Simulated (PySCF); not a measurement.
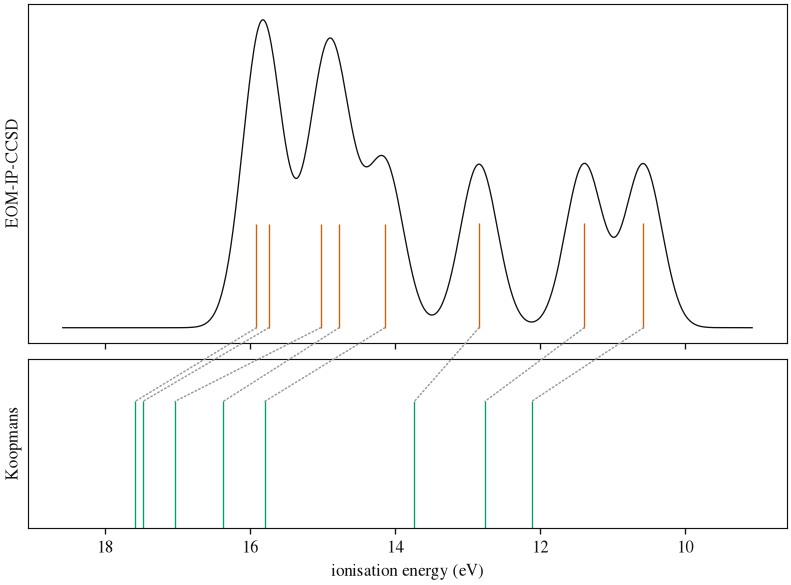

Valence photoelectron lines of CH₅FGeO, SMILES C[O][GeH2][F], singlet: vertical EOM-IP-CCSD/aug-cc-pVDZ (frozen core, PySCF 2.14.0, at a PBE0-D3(BJ)/def2-SVP geometry (no frequency check); 8 lines, one for each of the 8 highest orbitals, so a line of a deeper orbital can be missing among them) above, Hartree-Fock orbital energies with the sign turned below, non-relativistic; dotted lines join each line to its leading orbital. Stick heights are one-hole weights (summed over degenerate lines), not cross-sections; Gaussian width 0.60 eV.

> What is the first vertical ionisation energy, and how far is Koopmans' value off?

10.57 eV from the HOMO; Koopmans gives 12.11 eV, 1.54 eV too high.

> Do correlation and relaxation change the order of the lines?

Not among these holes, which come in the order of the orbitals, HOMO, HOMO−1, HOMO−2, HOMO−3, HOMO−4, HOMO−5, HOMO−6, HOMO−7.

Caveats: small basis, so the lines can lie some tenths of an eV too low; one conformer of a flexible molecule.
